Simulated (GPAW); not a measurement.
## In: optical spectrum from first principles

Aim: the dielectric function of In, and the optical constants that follow from it.

Calculated with GPAW 26.7.0; DFT, PBE, plane-wave PAW (GPAW data sets), scalar-relativistic, RPA, optical limit.

## 1. The starting structure

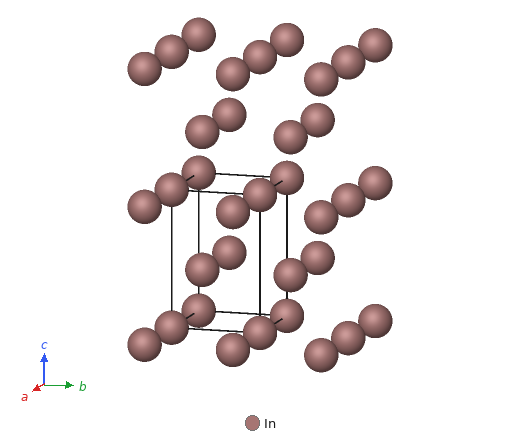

Start, viewed slightly off an axis; indium brown. 2×2×2 cells are drawn. This picture shows the conventional cell, with its axes. Some periodic images of atoms are drawn too.

Coordinates:

```xyz
1
Lattice="-1.6255 1.6255 2.4737 1.6255 -1.6255 2.4737 1.6255 1.6255 -2.4737" Properties=species:S:1:pos:R:3 pbc="T T T"
In    0.0000    0.0000    0.0000
```

## 2. Bands for the response

At the fixed density, many empty bands are solved on the mesh of the response, since the spectrum sums over them.

This step: DFT, PBE, plane-wave PAW (GPAW data sets), scalar-relativistic, bands at fixed density (GPAW 26.7.0).

Contents of nscf.py:

```python
from ase.dft.bandgap import bandgap
from gpaw import GPAW, FermiDirac

calc = GPAW('gs.gpw').fixed_density(kpts={'size': (19, 19, 19), 'gamma': True}, nbands=35, convergence={'bands': 29},
                                    occupations=FermiDirac(0.05), txt='nscf.txt')
print('gap (eV)', bandgap(calc, output=None)[0])
print('direct gap (eV)', bandgap(calc, direct=True, output=None)[0])
print('top band over the Fermi level (eV)', min(calc.get_eigenvalues(kpt=k)[28] for k in range(len(calc.get_ibz_k_points()))) - calc.get_fermi_level())
calc.write('full.gpw', mode='all')
```

Launch:

```console
$ OMP_NUM_THREADS=1 python nscf.py
```

Numbers of over 12 decimals in the logs are rounded to 6 here.

The program printed:

```text
Diagonalizing LCAO Hamiltonian
Converting LCAO to pw mode
convergence criteria:
- Maximum integral of absolute [eigenst]ate change: 4e-08 eV^2 / valence electron
maximum number of iterations: 150

SCF iterations
|iter     |      energy | eigst |  dens |
|iter:   1||             | +3.63 |       |
|iter:   2||             | +2.08 |       |
|iter:   3||             | +0.16 |       |
|iter:   4||             | -1.04 |       |
|iter:   5||             | -2.53 |       |
|iter:   6||             | -3.54 |       |
|iter:   7||             | -4.81 |       |
|iter:   8||             | -5.68 |       |
|iter:   9||             | -6.36 |       |
|iter:  10||             | -6.98 |       |
|iter:  11||             | -7.52c|       |
SCF steps: 11
  __  _  _
 | _ |_)|_||  |
 |__||  | ||/\| - 26.7.0

Versions:
  Python: 3.12.14
  ASE:    3.29.0
  Numpy:  2.5.5
  Scipy:  1.18.1
  Libxc:  7.0.0

Input parameters:
  mode=PW(ecut=500.0),
  convergence={'bands': 29},
  gpts=array([18, 18, 18]),
  kpts=MonkhorstPack(size=(19, 19, 19), gamma=True),
  maxiter=150,
  nbands=35,
  occupations=Occupations(name='fermi-dirac', width=0.05, fixmagmom=False),
  parallel={},
  xc=XC(name='PBE')

--- standard output ---
gap (eV) 0.0
direct gap (eV) 0.0
top band over the Fermi level (eV) 41.153040
```

Wall time 5 min (1 thread of Arm Neoverse V1, shared host); peak memory 0.4 GiB.

## 3. Dielectric function, RPA

Local fields let the induced charge screen the field inside the cell, which as a rule lowers ε, most along directions where the density is uneven.

This step: DFT, PBE, plane-wave PAW (GPAW data sets), scalar-relativistic, RPA, optical limit (GPAW 26.7.0).

Contents of df.py:

```python
from gpaw.response.df import DielectricFunction

df = DielectricFunction('full.gpw', frequencies={'type': 'nonlinear', 'domega0': 0.03, 'omega2': 8},
                        ecut=50,
                        eta=0.15,
                        nbands=29,
                        rate=0.05,
                        txt='df.txt')
for direction in ['x', 'z']:
    df.get_dielectric_function(xc='RPA', direction=direction, filename=f'df_{direction}.csv')
```

Launch:

```console
$ OMP_NUM_THREADS=1 python df.py
```

The program printed:

```text
Using integrator: PointIntegrator
NonLinearFrequencyDescriptor(from 0.000 to 64.819 eV, 497 points)
Nonperiodic BCs:  [False False False]
Using integrator: PointIntegrator
NonLinearFrequencyDescriptor(from 0.000 to 64.819 eV, 497 points)
Nonperiodic BCs:  [False False False]
Using integrator: PointIntegrator

Calculating chi0 body with:
    Ground state adapter containing:
    Number of spins: 1
    Number of kpoints: 6859
    Number of irreducible kpoints: 550
    Number of completely occupied states: 6
    Number of partially occupied states: 8

    Linear response parametrization:
    q_c: [0.0, 0.0, 0.0]
    Number of frequency points: 497
    Planewave cutoff: 50.0
    Number of bands: 29
    Number of planewaves: 15
    Broadening (eta): 0.15

Integrating chi0 body.

Symmetries of q_c:
    Direct symmetries (Uq -> q): 16
    Indirect symmetries (TUq -> q): 0
In total 16 allowed symmetries.

550 groups of equivalent kpoints. 91.981338% reduction.

Integral kind: spectral function

Calculating chi0 optical extensions with:
    Ground state adapter containing:
    Number of spins: 1
    Number of kpoints: 6859
    Number of irreducible kpoints: 550
    Number of completely occupied states: 6
    Number of partially occupied states: 8

    Linear response parametrization:
    Number of frequency points: 497
    Planewave cutoff: 50.0
    Number of bands: 29
    Number of planewaves: 15
    Broadening (eta): 0.15
Integrating chi0 head and wings.

Symmetries of q_c:
    Direct symmetries (Uq -> q): 16
    Indirect symmetries (TUq -> q): 0
In total 16 allowed symmetries.

550 groups of equivalent kpoints. 91.981338% reduction.

Integral kind: spectral function wings

Calculating drude chi0 with:
    Number of frequency points:497
    Plasma frequency decay rate: 0.05 eV

    Ground state adapter containing:
    Number of spins: 1
    Number of kpoints: 6859
    Number of irreducible kpoints: 550
    Number of completely occupied states: 6
    Number of partially occupied states: 8

Symmetries of q_c:
    Direct symmetries (Uq -> q): 16
    Indirect symmetries (TUq -> q): 0
In total 16 allowed symmetries.

550 groups of equivalent kpoints. 91.981338% reduction.

Integral kind: intraband
Plasma frequency:
[[10.7 -0.j  0.  -0.j  0.  +0.j]
 [ 0.  -0.j 10.7 -0.j  0.  -0.j]
 [ 0.  +0.j  0.  -0.j  9.67+0.j]]
```

It took 44 s on 1 thread; peak memory 0.22 GiB.

Sum at mesh points, not converged in k. Im ε against photon energy; read off at these points:

```tsv
photon energy (eV)	E ∥ x	E ∥ z
1.0	42.1	30.8
1.5	34.9	29.2
2.0	13.3	11.8
3.0	4.80	4.37
4.0	1.99	2.03
5.0	0.995	0.962
6.0	0.529	0.489
7.0	0.305	0.298
8.0	0.193	0.191
9.0	0.140	0.114
10.0	0.0918	0.0793
11.0	0.0621	0.0593
12.0	0.0533	0.0507
13.0	0.0498	0.0483
```

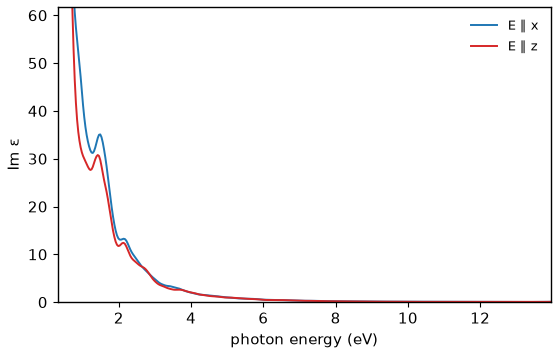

Im ε against photon energy. Below 1 eV the curve runs off the scale.

Values under 1 per cm are given as 1; sum at mesh points, not converged in k. The absorption coefficient by photon energy:

```tsv
photon energy (eV)	E ∥ x (1/cm)	E ∥ z (1/cm)
1.01	1.1e6	9.6e5
1.99	1.3e6	1.1e6
3.02	1.3e6	1.2e6
3.98	1.3e6	1.2e6
4.98	1.3e6	1.1e6
6.02	1.2e6	1.1e6
6.99	1.2e6	1.0e6
8.03	1.1e6	9.1e5
9.02	9.5e5	7.8e5
10.03	8.1e5	5.8e5
11.03	5.9e5	2.4e5
12.02	1.9e5	65316
13.00	67080	49246
```

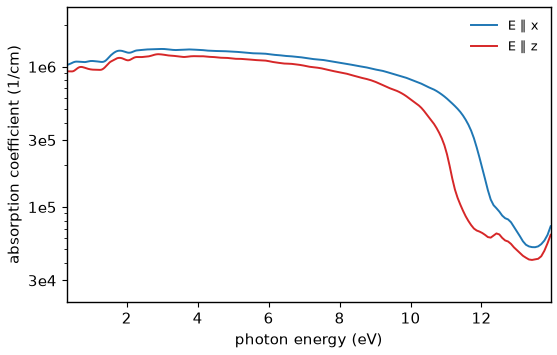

Absorption coefficient against photon energy.

The loss function −Im 1/ε at q → 0 has structure finer than the step of the table below, so its rows give means over 1 eV, whole bins alone (the curve runs from 0.305 to 14.0 eV). Peaks (eV: height): E ∥ x 12.0: 18.6; E ∥ z 11.1: 18.0.

Sum at mesh points, not converged in k. Loss function −Im 1/ε at q → 0 against energy loss; means over each step:

```tsv
energy loss (eV)	E ∥ x	E ∥ z
1	0.00362	0.00481
2	0.00906	0.0123
3	0.0129	0.0176
4	0.0179	0.0265
5	0.0242	0.0369
6	0.0330	0.0503
7	0.0456	0.0742
8	0.0657	0.116
9	0.114	0.234
10	0.237	0.851
11	0.974	8.72
12	9.12	1.38
13	1.07	0.299
```

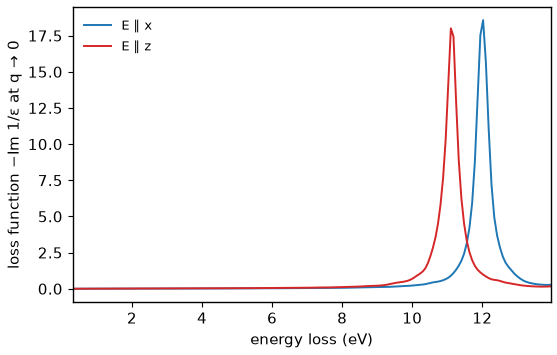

Loss function −Im 1/ε at q → 0 against energy loss.

Sum at mesh points, not converged in k. Table of Im ε, E ∥ x by photon energy; read off at these points:

```tsv
photon energy (eV)	without local fields	with local fields
1.0	42.7	42.1
1.5	36.1	34.9
2.0	13.9	13.3
3.0	4.97	4.80
4.0	2.08	1.99
5.0	1.05	0.995
6.0	0.564	0.529
7.0	0.337	0.305
8.0	0.220	0.193
9.0	0.165	0.140
10.0	0.112	0.0918
11.0	0.0791	0.0621
12.0	0.0720	0.0533
13.0	0.0648	0.0498
```

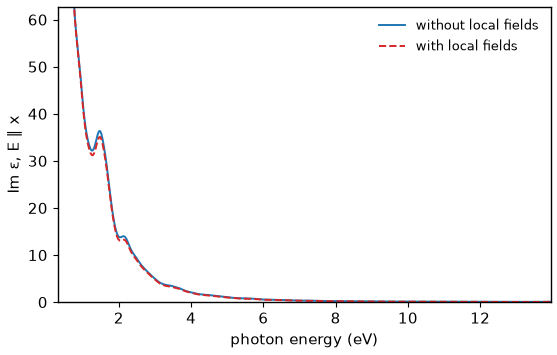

Im ε, E ∥ x against photon energy. Below 1 eV the curve runs off the scale.

Sum at mesh points, not converged in k. Reflectivity at normal incidence against photon energy; read off at these points:

```tsv
photon energy (eV)	E ∥ x (%)	E ∥ z (%)
1	93.9	93.2
2	90.2	87.6
3	90.0	88.3
4	90.1	86.7
5	89.9	87.0
6	90.3	88.1
7	90.3	87.3
8	89.9	86.1
9	88.1	85.8
10	87.0	81.4
11	83.6	60.5
12	52.7	13.2
13	11.9	4.67
```

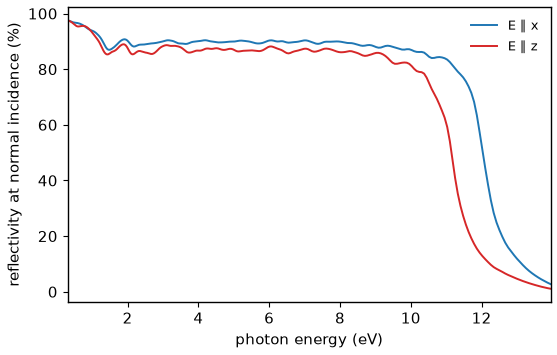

Reflectivity at normal incidence against photon energy.

At chosen wavelengths:

```tsv
wavelength (nm)	n x	k x	R (%) x	1/α x	n z	k z	R (%) z	1/α z
1550	2.20	13.326	95.3	9.3 nm	1.79	12.180	95.4	10 nm
1064	1.78	9.243	92.3	9.2 nm	1.74	8.064	90.4	11 nm
633	1.07	6.430	90.6	7.8 nm	1.05	5.667	88.4	8.9 nm
532	0.97	5.551	88.8	7.6 nm	0.96	4.967	86.5	8.5 nm
450	0.68	4.778	89.4	7.5 nm	0.78	4.340	85.8	8.3 nm
365	0.44	3.822	89.5	7.6 nm	0.41	3.457	88.3	8.4 nm
193	0.12	1.840	89.9	8.3 nm	0.13	1.621	86.3	9.5 nm
```

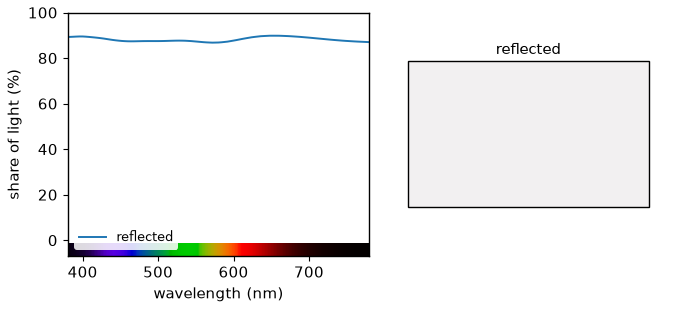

Light reflected across the visible range, with the colour that it makes of daylight (sRGB).

A polished face would reflect 88 % of daylight and look near white (CIE x = 0.313, y = 0.328 under D65).

## 4. Outcome

**Reading.** At this level (PBE, RPA) In is a metal. The mesh is too coarse to trust the carriers' weight, the reflectivity or the colour to better than tens of per cent. A polished face would reflect 88 % of daylight and look near white (CIE x = 0.313, y = 0.328 under D65). The carriers' damping of 0.05 eV is typed, not computed; it shapes the response at the lowest energies. Spin-orbit coupling is left out although heavy atoms are present. GPAW's carrier term has the form −ωp²/(ω + i·rate)², which damps like twice the rate and fails at low energy, so the curves leave the lowest energies out. The sum runs over mesh points 0.14 Å⁻¹ apart with no interpolation, so peaks are partly noise of the mesh, and the Drude plasma energy, a sum over the Fermi surface, isn't converged.

[Machine, clock and banner lines and Python warnings are left out of the logs.]

[Logs are printed without paths, hosts, clocks, repeated set-up lines and the standing remarks that a program may print on its own settings, such as how far it seeks lower states.]

[Hosts, paths, dates, database ids (printed as entryN), source tags and the programs' standing remarks are cut or masked in the printed files.]
